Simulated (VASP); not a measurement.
# A VASP study of SnGe2 (PBEsol): structure first, properties next, part 2 of 5

What structure does SnGe2 take at this level, and what are its properties? The cell is invented: it takes the structure of a Materials Project entry for CaGe2 (space group 166 there), with some of its atoms replaced by other elements, volume scaled by an estimate. It may not be a known or stable phase. The atoms of the start are displaced at random from the sites of a R-3m cell.

VASP 6.6.1, plane waves and PAW; the level of theory is named at each step.

So far. Step 2 (Rough relaxation of the start cell): It ends with a largest force of 0.014 eV/Å and a pressure of 0.04 GPa.

### Step 3. Relaxing cell and atoms (PBEsol)

Level of this step: PBEsol; plane waves and PAW (Sn_d, Ge_d); invented cell (VASP).

Properties are meant for the cell that this level of theory prefers, so cell and atoms are relaxed first (ISIF = 3) until forces and stress are small; EDIFFG sets the threshold.

The input, INCAR:

```
SYSTEM = SnGe2
PREC = Accurate
ENCUT = 410
EDIFF = 1E-06
NELM = 100
ISMEAR = 0
SIGMA = 0.05
LREAL = .FALSE.
ALGO = Normal
GGA = PS
NBANDS = 27
LORBIT = 11
LWAVE = .FALSE.
LCHARG = .FALSE.
IBRION = 2
NSW = 60
ISIF = 3
EDIFFG = -0.01
```

The input, POSCAR:

```
SnGe2
1.0
    1.9540245700      1.1281566100      5.2126320000
   -1.9540245700      1.1281566100      5.2126320000
    0.0000000000     -2.2563132200      5.2126320000
Sn Ge
1 2
Direct
    0.5000000000      0.5000000000      0.5000000000
    0.2936809320      0.2936809320      0.2936809320
    0.7063190680      0.7063190680      0.7063190680
```

The input, KPOINTS:

```
Automatic mesh
0
Gamma
8 8 8
0 0 0
```

The projector-augmented-wave data sets are Sn_d and Ge_d (PBE family, release 64).

The cell reached was symmetrised within 0.01 Å before this step, which raises the operations from 1 to 12, which the run then keeps.

Run with:

```bash
$ mpirun -np 1 vasp_std
```

Log:

```text
[banner, memory and clock lines left out]
running    1 mpi-ranks, on    1 nodes
 distrk:  each k-point on    1 cores,    1 groups
 distr:  one band on    1 cores,    1 groups

 POSCAR found type information on POSCAR SnGe
 POSCAR found :  2 types and       3 ions
 [... a notice as in an earlier step ...]

 LDA part: xc-table for (Slater+PW92), standard interpolation
 POSCAR, INCAR and KPOINTS ok, starting setup
 FFT: planning ... GRIDC
 FFT: planning ... GRID_SOFT
 FFT: planning ... GRID
 WAVECAR not read
 entering main loop
       N       E                     dE             d eps       ncg     rms          rms(c)
DAV:   1     0.308559990627E+03    0.30856E+03   -0.19627E+04  3844   0.337E+03
DAV:   2     0.346212540269E+02   -0.27394E+03   -0.26939E+03  3534   0.606E+02
DAV:   3    -0.118043959397E+02   -0.46426E+02   -0.45948E+02  3980   0.181E+02
DAV:   4    -0.138020796244E+02   -0.19977E+01   -0.19936E+01  4046   0.442E+01
DAV:   5    -0.138417838433E+02   -0.39704E-01   -0.39699E-01  3894   0.652E+00    0.295E+00
DAV:   6    -0.136927621125E+02    0.14902E+00   -0.28518E-01  4199   0.386E+00    0.164E+00
DAV:   7    -0.136686116452E+02    0.24150E-01   -0.98882E-02  4346   0.256E+00    0.455E-01
DAV:   8    -0.136663654731E+02    0.22462E-02   -0.12634E-02  3865   0.910E-01    0.112E-01
DAV:   9    -0.136663708787E+02   -0.54056E-05   -0.10475E-03  4155   0.258E-01    0.623E-02
DAV:  10    -0.136663801186E+02   -0.92399E-05   -0.10553E-04  4525   0.118E-01    0.243E-02
DAV:  11    -0.136663800869E+02    0.31647E-07   -0.11427E-05  4126   0.325E-02    0.395E-03
DAV:  12    -0.136663798337E+02    0.25328E-06   -0.34254E-06  3395   0.249E-02
   1 F= -.13666380E+02 E0= -.13665829E+02  d E =-.136664E+02
 curvature:   0.00 expect dE= 0.000E+00 dE for cont linesearch  0.000E+00
 trial: gam= 0.00000 g(F)=  0.863E-03 g(S)=  0.228E-01 ort = 0.000E+00 (trialstep = 0.100E+01)
 search vector abs. value=  0.236E-01
 bond charge predicted
       N       E                     dE             d eps       ncg     rms          rms(c)
DAV:   1    -0.138134319249E+02   -0.14705E+00   -0.29131E+00  4779   0.154E+01    0.218E+00
DAV:   2    -0.137282264333E+02    0.85205E-01   -0.16278E-01  4255   0.605E+00    0.132E+00
DAV:   3    -0.136823369968E+02    0.45889E-01   -0.81205E-02  5300   0.433E+00    0.146E-01
DAV:   4    -0.136830070478E+02   -0.67005E-03   -0.17665E-02  3733   0.165E+00    0.857E-02
DAV:   5    -0.136829879240E+02    0.19124E-04   -0.63026E-04  4437   0.340E-01    0.356E-02
DAV:   6    -0.136829926055E+02   -0.46815E-05   -0.62660E-05  3844   0.768E-02    0.123E-02
DAV:   7    -0.136829904558E+02    0.21497E-05   -0.53811E-06  4148   0.430E-02    0.308E-03
DAV:   8    -0.136829904927E+02   -0.36867E-07   -0.14656E-06  2036   0.147E-02
   2 F= -.13682990E+02 E0= -.13682347E+02  d E =-.166107E-01
[...]
3 F= -.13687055E+02 E0= -.13685905E+02  d E =-.206747E-01
[...]
4 F= -.13688093E+02 E0= -.13687231E+02  d E =-.217127E-01
[...]
5 F= -.13688101E+02 E0= -.13687225E+02  d E =-.217208E-01
 curvature:  -0.90 expect dE=-0.188E-03 dE for cont linesearch -0.163E-06
 ZBRENT: accuracy reached
 trial: gam= 0.01157 g(F)=  0.669E-05 g(S)=  0.201E-03 ort =-0.653E-04 (trialstep = 0.118E+01)
 search vector abs. value=  0.210E-03
 bond charge predicted
       N       E                     dE             d eps       ncg     rms          rms(c)
DAV:   1    -0.136943310975E+02   -0.62305E-02   -0.10633E-01  4447   0.511E+00    0.454E-01
DAV:   2    -0.136895677936E+02    0.47633E-02   -0.81827E-03  4383   0.139E+00    0.219E-01
DAV:   3    -0.136882325378E+02    0.13353E-02   -0.29396E-03  4549   0.767E-01    0.475E-02
DAV:   4    -0.136881517892E+02    0.80749E-04   -0.20015E-04  4276   0.186E-01    0.196E-02
DAV:   5    -0.136881474176E+02    0.43716E-05   -0.12634E-05  4339   0.379E-02    0.689E-03
DAV:   6    -0.136881476708E+02   -0.25314E-06   -0.63494E-07  1823   0.987E-03
   6 F= -.13688148E+02 E0= -.13687305E+02  d E =-.470291E-04
 trial-energy change:   -0.000047  1 .order   -0.000107   -0.000245    0.000031
 step:   0.6711(harm=  1.0466)  dis= 0.00023  next Energy=   -13.688159 (dE=-0.586E-04)
 reached required accuracy - stopping structural energy minimisation
```

The job ended after 6.2 min (1 MPI rank of AMD EPYC 9R14 (Zen 4), shared host; peak memory 0.26 GiB).

From OUTCAR (step 3):

```text
  LATTYP: Found a trigonal (rhomboedric) cell.
 ALAT       =     5.6800071940
 COS(alpha) =     0.7633032669

 Subroutine GETGRP returns: Found 12 space group operations
 (whereof 12 operations were pure point group operations)

The static configuration has the point symmetry D_3d.

 Found     65 irreducible k-points:

   k-points           NKPTS =     65   k-points in BZ     NKDIM =     65   number of bands    NBANDS=     27

   dimension x,y,z NGX =    40 NGY =   40 NGZ =   40
   dimension x,y,z NGXF=    80 NGYF=   80 NGZF=   80

   ENCUT  =  410.0 eV  30.13 Ry    5.49 a.u.   9.38  9.38  9.38*2*pi/ulx,y,z

   NELECT =      42.0000    total number of electrons

 E-fermi :   6.6552

 k-point     1 :       0.0000    0.0000    0.0000
  band No.  band energies     occupation
    ...
     14     -14.8277      2.00000
     15     -14.8277      2.00000
     16      -5.8739      2.00000
     17      -0.3737      2.00000
     18       0.0120      2.00000
     19       6.8910      0.00000
     20       6.8910      0.00000
     21       7.5600      0.00000
     22       9.3936      0.00000
     23       9.3936      0.00000
    ...

 k-point     2 :       0.1250    0.0000   -0.0000
  band No.  band energies     occupation
    ...
     16      -5.6657      2.00000
     17      -0.4511      2.00000
     18       0.4497      2.00000
     19       4.7789      2.00000
     20       6.4791      2.00000
     21       7.4402      0.00000
     22       8.8549      0.00000
     23       8.9122      0.00000
     24      10.5881      0.00000
     25      11.2818      0.00000
    ...

  Total        0.0062720      0.0062720      0.0067660      0.0000000     -0.0000000      0.0000000
  in kB        0.1484062      0.1484062      0.1600964      0.0000000     -0.0000000      0.0000000
  external PRESSURE =       0.1523030 kB  Pullay stress =       0.0000000 kB

  energy-cutoff  :      410.00
  volume of cell :       67.71
      direct lattice vectors                 reciprocal lattice vectors
     1.914497902  1.105335878  5.332881786     0.261165081  0.150783730  0.062505292
    -1.914497902  1.105335878  5.332881786    -0.261165081  0.150783730  0.062505292
     0.000000000 -2.210671755  5.332881786     0.000000000 -0.301567460  0.062505292

 POSITION                                       TOTAL-FORCE (eV/Angst)
 -----------------------------------------------------------------------------------
      0.00000      0.00000      7.99932         0.000000      0.000000     -0.000000
      0.00000      0.00000      4.69004         0.000000      0.000000     -0.009223
      0.00000      0.00000     11.30861         0.000000      0.000000      0.009223
 -----------------------------------------------------------------------------------
    total drift:                                0.000000      0.000000     -0.000000

  FREE ENERGIE OF THE ION-ELECTRON SYSTEM (eV)
  ---------------------------------------------------
  free  energy   TOTEN  =       -13.6881476708 eV

  energy  without entropy=      -13.6864629390  energy(sigma->0) =      -13.68730530

 total charge
# of ion       s       p       d       tot
------------------------------------------
    1        1.294   0.866   9.991  12.151
    2        1.193   1.100  10.021  12.314
    3        1.193   1.100  10.021  12.314
--------------------------------------------------
tot          3.679   3.066  30.033  36.779

[... 1 part as in an earlier step ...]

[... 7 further parts left out ...]
```

The run keeps the 12 symmetry operations of its start, so it cannot find a distortion of lower symmetry.

Relaxation path:

```csv
step,energy less that of the first step (eV),largest force (eV/Å),pressure (GPa),volume (Å³)
1,0.0000,0.0946,-0.35,68.95
2,-0.0166,0.0144,-0.25,68.44
3,-0.0207,0.0199,-0.03,67.75
4,-0.0217,0.0065,-0.16,67.98
5,-0.0217,0.0083,-0.15,67.96
6,-0.0218,0.0092,0.02,67.71
```

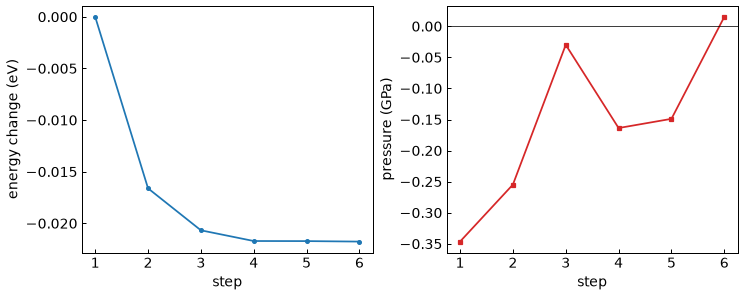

Energy and pressure along the relaxation.

```csv
"conventional cell, symmetrised",before,after,change
a (Å),3.908,3.829,-2.0 %
b (Å),3.908,3.829,-2.0 %
c (Å),15.638,15.999,+2.3 %
volume (Å³/atom),22.98,22.57,-1.8 %
```

Final coordinates:

```cif
data_structure
_symmetry_space_group_name_H-M 'P 1'
_symmetry_Int_Tables_number 1
_cell_length_a 5.7729
_cell_length_b 5.7729
_cell_length_c 5.7729
_cell_angle_alpha 38.736
_cell_angle_beta 38.736
_cell_angle_gamma 38.736
_cell_volume 67.71
loop_
_atom_site_label
_atom_site_type_symbol
_atom_site_fract_x
_atom_site_fract_y
_atom_site_fract_z
_atom_site_occupancy
Sn1 Sn 0.50000 0.50000 0.50000 1
Ge2 Ge 0.29315 0.29315 0.29315 1
Ge3 Ge 0.70685 0.70685 0.70685 1
```

This step gave:

```
irreducible k points            : 65
symmetry operations             : 12
free energy (TOTEN)             : -13.69 eV
energy at zero smearing         : -13.69 eV
Fermi energy                    : 6.655 eV
pressure                        : 0.01523 GPa
SCF cycles over all ionic steps : 46
```

It ends with a largest force of 0.009 eV/Å and a pressure of 0.02 GPa.

### Step 4. Second relaxation

A relaxation keeps the plane waves of the cell it began with, so it is repeated from the new cell, on a basis made for it.

INCAR is that of step 3.

The input, POSCAR:

```
SnGe2
1.0
    1.9144979017      1.1053358775      5.3328817861
   -1.9144979017      1.1053358775      5.3328817861
    0.0000000000     -2.2106717550      5.3328817861
Sn Ge
1 2
Direct
    0.5000000000      0.5000000000      0.5000000000
    0.2931522625      0.2931522625      0.2931522625
    0.7068477375      0.7068477375      0.7068477375
```

KPOINTS is that of step 3.

Run with:

```bash
$ mpirun -np 1 vasp_std
```

Log:

```text
[... set-up lines as in an earlier step ...]
 entering main loop
       N       E                     dE             d eps       ncg     rms          rms(c)
DAV:   1     0.306029199856E+03    0.30603E+03   -0.19682E+04  3878   0.339E+03
DAV:   2     0.332228696803E+02   -0.27281E+03   -0.26792E+03  3526   0.600E+02
DAV:   3    -0.119302281592E+02   -0.45153E+02   -0.44663E+02  3923   0.179E+02
DAV:   4    -0.138503003923E+02   -0.19201E+01   -0.19130E+01  4032   0.435E+01
DAV:   5    -0.138896800023E+02   -0.39380E-01   -0.39372E-01  3868   0.638E+00    0.304E+00
DAV:   6    -0.137121978813E+02    0.17748E+00   -0.37354E-01  4143   0.415E+00    0.166E+00
DAV:   7    -0.136889979043E+02    0.23200E-01   -0.10853E-01  4297   0.260E+00    0.499E-01
DAV:   8    -0.136862736786E+02    0.27242E-02   -0.16360E-02  4157   0.101E+00    0.126E-01
DAV:   9    -0.136861725014E+02    0.10118E-03   -0.21278E-03  4121   0.381E-01    0.673E-02
DAV:  10    -0.136861772329E+02   -0.47315E-05   -0.28325E-04  4076   0.153E-01    0.332E-02
DAV:  11    -0.136861755061E+02    0.17268E-05   -0.44995E-05  4697   0.473E-02    0.548E-03
DAV:  12    -0.136861750320E+02    0.47411E-06   -0.11461E-05  4211   0.352E-02    0.415E-03
DAV:  13    -0.136861750015E+02    0.30462E-07   -0.61856E-07  1881   0.701E-03
   1 F= -.13686175E+02 E0= -.13685333E+02  d E =-.136862E+02
 curvature:   0.00 expect dE= 0.000E+00 dE for cont linesearch  0.000E+00
 trial: gam= 0.00000 g(F)=  0.592E-05 g(S)=  0.132E-03 ort = 0.000E+00 (trialstep = 0.100E+01)
 search vector abs. value=  0.138E-03
 bond charge predicted
       N       E                     dE             d eps       ncg     rms          rms(c)
DAV:   1    -0.136890235771E+02   -0.28485E-02   -0.49826E-02  4455   0.352E+00    0.308E-01
DAV:   2    -0.136868461543E+02    0.21774E-02   -0.39071E-03  4381   0.947E-01    0.149E-01
DAV:   3    -0.136862280740E+02    0.61808E-03   -0.13875E-03  4555   0.524E-01    0.318E-02
DAV:   4    -0.136861847019E+02    0.43372E-04   -0.96530E-05  4277   0.129E-01    0.135E-02
DAV:   5    -0.136861795772E+02    0.51247E-05   -0.60763E-06  4211   0.264E-02    0.470E-03
DAV:   6    -0.136861794218E+02    0.15533E-06   -0.29158E-07  1794   0.651E-03
   2 F= -.13686179E+02 E0= -.13685316E+02  d E =-.442034E-05
 trial-energy change:   -0.000004  1 .order   -0.000054   -0.000138    0.000029
 step:   0.8236(harm=  0.8236)  dis= 0.00031  next Energy=   -13.686232 (dE=-0.567E-04)
 reached required accuracy - stopping structural energy minimisation
```

The job ended after 2.5 min (1 MPI rank; peak memory 0.25 GiB).

From OUTCAR (step 4):

```text
  LATTYP: Found a trigonal (rhomboedric) cell.
 ALAT       =     5.7729280060
 COS(alpha) =     0.7800380803

The static configuration has the point symmetry D_3d.

 Found     65 irreducible k-points:

   ENCUT  =  410.0 eV  30.13 Ry    5.49 a.u.   9.53  9.53  9.53*2*pi/ulx,y,z

   NELECT =      42.0000    total number of electrons

 E-fermi :   6.6269

 k-point     1 :       0.0000    0.0000    0.0000
  band No.  band energies     occupation
    ...
     14     -14.8558      2.00000
     15     -14.8558      2.00000
     16      -5.8813      2.00000
     17      -0.3956      2.00000
     18      -0.0085      2.00000
     19       6.8655      0.00000
     20       6.8655      0.00000
     21       7.5225      0.00000
     22       9.3589      0.00000
     23       9.3589      0.00000
    ...

 k-point     2 :       0.1250    0.0000    0.0000
  band No.  band energies     occupation
    ...
     16      -5.6735      2.00000
     17      -0.4723      2.00000
     18       0.4268      2.00000
     19       4.7551      2.00000
     20       6.4549      2.00000
     21       7.4072      0.00000
     22       8.8209      0.00000
     23       8.8793      0.00000
     24      10.5542      0.00000
     25      11.2490      0.00000
    ...

  Total       -0.0063815     -0.0063815     -0.0176852      0.0000000      0.0000000      0.0000000
  in kB       -0.1506193     -0.1506193     -0.4174140      0.0000000      0.0000000      0.0000000
  external PRESSURE =      -0.2395508 kB  Pullay stress =       0.0000000 kB

  energy-cutoff  :      410.00
  volume of cell :       67.88
      direct lattice vectors                 reciprocal lattice vectors
     1.916025861  1.106218045  5.337782545     0.260956812  0.150663486  0.062447904
    -1.916025861  1.106218045  5.337782545    -0.260956812  0.150663486  0.062447904
     0.000000000 -2.212436091  5.337782545     0.000000000 -0.301326971  0.062447904

 POSITION                                       TOTAL-FORCE (eV/Angst)
 -----------------------------------------------------------------------------------
      0.00000      0.00000      8.00667         0.000000     -0.000000     -0.000000
      0.00000      0.00000      4.69397         0.000000      0.000000      0.004036
      0.00000      0.00000     11.31938         0.000000      0.000000     -0.004036
 -----------------------------------------------------------------------------------
    total drift:                                0.000000      0.000000     -0.000000

  FREE ENERGIE OF THE ION-ELECTRON SYSTEM (eV)
  ---------------------------------------------------
  free  energy   TOTEN  =       -13.6861794218 eV

  energy  without entropy=      -13.6844523914  energy(sigma->0) =      -13.68531591

 total charge
# of ion       s       p       d       tot
------------------------------------------
    1        1.294   0.864   9.990  12.149
    2        1.193   1.098  10.021  12.311
    3        1.193   1.098  10.021  12.311
--------------------------------------------------
tot          3.680   3.060  30.031  36.772

[... 4 parts as in an earlier step ...]

[... 7 further parts left out ...]
```

CONTCAR:

```
SnGe2
   1.00000000000000
     1.9160258614600396    1.1062180454753952    5.3377825448034271
    -1.9160258614600396    1.1062180454753952    5.3377825448034271
     0.0000000000000000   -2.2124360909507903    5.3377825448034271
  Sn              Ge
     1     2
Direct
     0.5000000000000000    0.5000000000000000    0.5000000000000000
     0.2931286434925446    0.2931286434925446    0.2931286434925446
     0.7068713565074555    0.7068713565074555    0.7068713565074555
```

Little changed from the start: no atom moved by 0.005 Å and no cell edge by 0.1 %.

This step gave:

```yaml
fermi_energy: 6.627 eV
pressure: -0.02396 GPa
scf_cycles_over_all_ionic_steps: 19
```

It ends with a largest force of 0.004 eV/Å and a pressure of -0.02 GPa.

(Continued in part 3 of 5.)

[Lines on the potential files, build, host, timing and source positions are cut from VASP's logs without a mark.]

[Logs are printed without paths, hosts, clocks, repeated set-up lines and the standing remarks that a program may print on its own settings, such as how far it seeks lower states.]

[Hosts, paths, dates, database ids (printed as entryN), source tags and the programs' standing remarks are cut or masked in the printed files.]

[A measured line is paired with the nearest computed mode of its activity, which favours agreement.]

[In band tables of VASP the shares of atoms and orbitals are scaled to a sum of 1 inside the atoms' spheres.]
